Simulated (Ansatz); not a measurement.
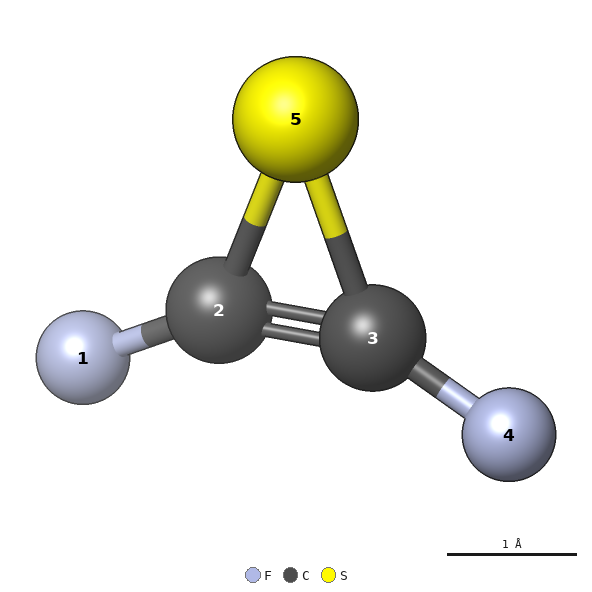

Orthographic view. Distant atoms are faded towards the background colour. The computed structure is the end point of a PBE-D4/def2-SVP optimisation. No frequency run is at hand to confirm it as a minimum.

Write a MOL file (V2000) with the atoms in numerical order, bonds sorted by atom number with the orders drawn, and coordinates in the frame of the picture: x right, y up, z towards the viewer, origin at the mean position.

```
C2F2S
                    3D

  5  5  0  0  0  0  0  0  0  0999 V2000
   -1.6500   -0.3500   -0.9500 F   0  0  0  0  0  0  0  0  0  0  0  0
   -0.6000    0.0100   -0.2700 C   0  0  0  0  0  0  0  0  0  0  0  0
    0.6000   -0.2000    0.1900 C   0  0  0  0  0  0  0  0  0  0  0  0
    1.6500   -0.9500    0.3300 F   0  0  0  0  0  0  0  0  0  0  0  0
   -0.0000    1.4900    0.7000 S   0  0  0  0  0  0  0  0  0  0  0  0
  1  2  1  0
  2  3  2  0
  2  5  1  0
  3  4  1  0
  3  5  1  0
M  END
```
